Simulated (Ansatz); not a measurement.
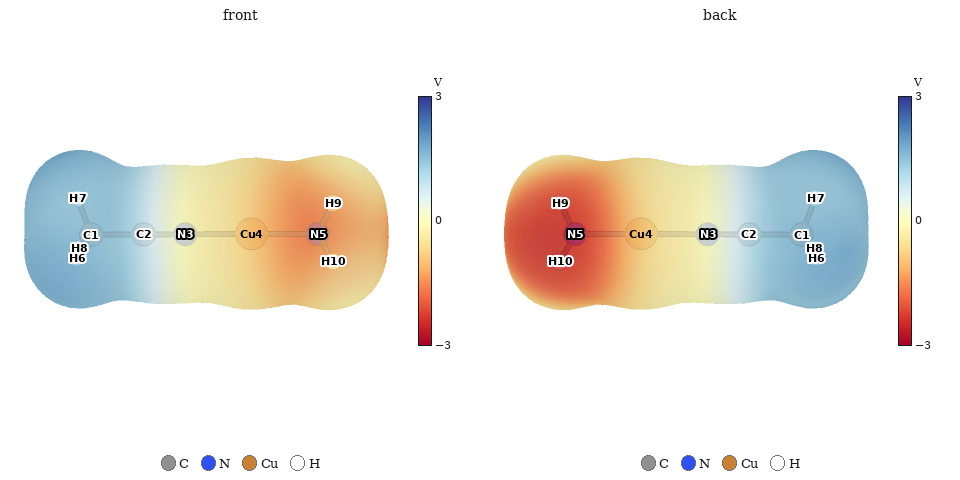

Figure. C2H5CuN2 (SMILES CC#[N+][Cu-][NH2]). The electrostatic potential painted on the density surface at 0.001 e/bohr³, seen from the front and from behind; red is negative and blue positive.

Geometry: PBE0-D4/def2-TZVP.

Theory: Ansatz 0.2.0, RKS PBE0-D4/def2-TZVPP.

Input file:

```
crystal:
  periodic: [false, false, false]
  atoms:
    - {symbol: C, position_ang: [-0.795381, -1.980879, 1.642833]}
    - {symbol: C, position_ang: [-0.359951, -0.943376, 0.738511]}
    - {symbol: N, position_ang: [-0.014467, -0.117671, 0.020708]}
    - {symbol: Cu, position_ang: [0.531373, 1.213675, -1.108422]}
    - {symbol: N, position_ang: [1.105800, 2.449556, -2.312547]}
    - {symbol: H, position_ang: [-0.435002, -1.770504, 2.651370]}
    - {symbol: H, position_ang: [-1.885827, -2.025000, 1.657348]}
    - {symbol: H, position_ang: [-0.404626, -2.947076, 1.318784]}
    - {symbol: H, position_ang: [0.387314, 3.093174, -2.624915]}
    - {symbol: H, position_ang: [1.870777, 3.028103, -1.983660]}
basis:
  gaussian: {orbitals: def2-TZVPP}
hamiltonian: {xc: pbe0, dispersion: d4}
output: {orbitals: {seedname: orbitals}}
```

Run with:

```sh
ansatz run in.yaml --threads 4 --pin off --events-out ev --progress --plain --max-ram 10444MiB
```

### Describe the electrostatic potential map.

The most negative region (about −2.5 V) lies over N5, the most positive (about +1.8 V) over H6, H7 and H8. N5 is the likeliest acceptor of a hydrogen bond.
